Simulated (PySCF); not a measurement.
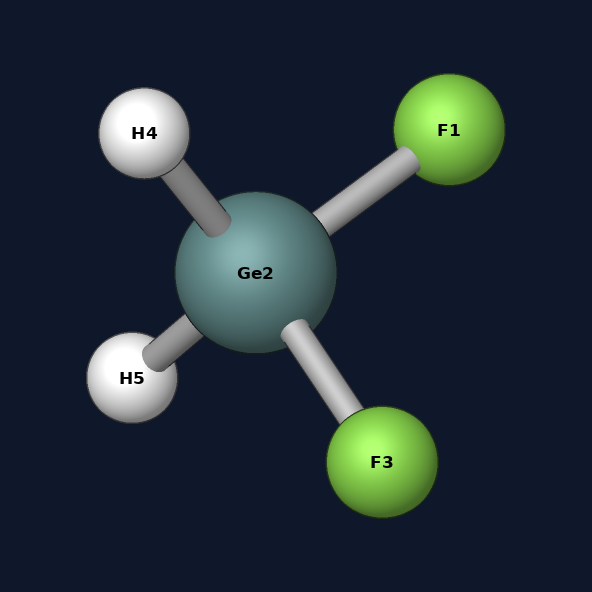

Computed geometry: PBE0-D3(BJ)/def2-SVP optimisation. No frequency run is at hand to confirm it as a minimum. Level of theory: GIAO B97-D/pcSseg-2 NMR shielding, non-relativistic, gas phase (PySCF 2.14.0). Principal shieldings σ11 ≤ σ22 ≤ σ33, span Ω = σ33 − σ11, skew κ = 3(σiso − σ22)/Ω.

Give the shielding tensors of the F atoms.

```tsv
atom	σ11	σ22	σ33	σiso	Ω	κ
F1, F3	231.1	361.7	414.8	335.9	183.6	−0.42
```

Shieldings and span in ppm.
